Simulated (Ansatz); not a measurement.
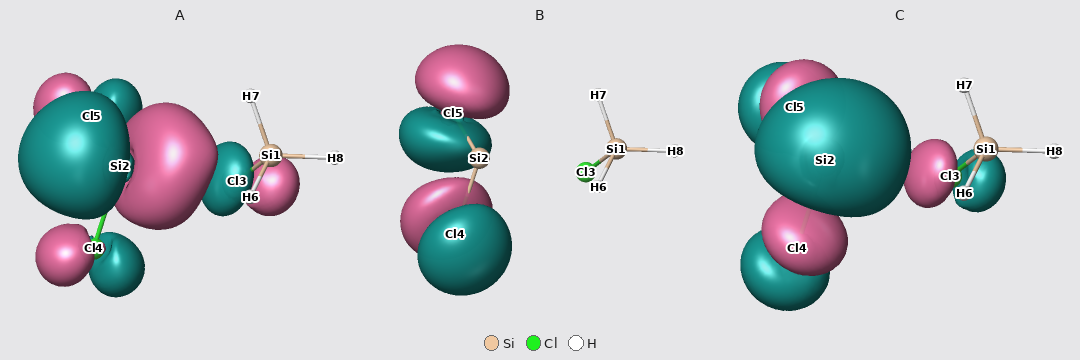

Figure. ClH$_{3}$Si···Cl$_{2}$Si. Three frontier orbitals at ±0.08 Å⁻³ᐟ² (teal and pink are the two phases), in no order.

The product side of a reaction path; geometry: PBE0-D4/def2-TZVP; a saddle point, not a minimum.

Level of theory: RKS PBE0-D4/def2-TZVPP (Ansatz 0.2.0).

Input

```
crystal:
  periodic: [false, false, false]
  atoms:
    - {symbol: Si, position_ang: [-0.024210, -0.390529, 1.580679]}
    - {symbol: Si, position_ang: [-0.462586, 0.956477, -1.670351]}
    - {symbol: Cl, position_ang: [1.018467, -1.047272, -0.089644]}
    - {symbol: Cl, position_ang: [-1.078482, -0.446569, -3.083964]}
    - {symbol: Cl, position_ang: [1.269499, 1.701423, -2.559495]}
    - {symbol: H, position_ang: [-1.465124, -0.596816, 1.325334]}
    - {symbol: H, position_ang: [0.295586, 1.038093, 1.782276]}
    - {symbol: H, position_ang: [0.446851, -1.214906, 2.715265]}
basis:
  gaussian: {orbitals: def2-TZVPP}
hamiltonian: {xc: pbe0, dispersion: d4}
output: {orbitals: {seedname: orbitals}}
```

Launched as:

```sh
ansatz run in.yaml --threads 8 --pin off --events-out ev --progress --plain --max-ram 19148MiB
```

> Order the three orbitals by energy and name them.

B is the HOMO−1 (−8.90 eV). It lies mainly on Cl5 (about 50 %) and Cl4 (about 45 %); largely a combination of lone pairs on Cl5 and Cl4. C is the HOMO (−7.31 eV). Its weight (Hirshfeld) is mainly on Si2 (about 55 %), Cl5 (about 20 %) and Cl4 (about 20 %). A is the LUMO (−2.22 eV). By Hirshfeld shares it lies mainly on Si2 (about 65 %), Cl4 (about 10 %), Cl5 (about 10 %) and Cl3 (about 10 %).

> What is the HOMO–LUMO gap?

5.09 eV between the orbital energies.
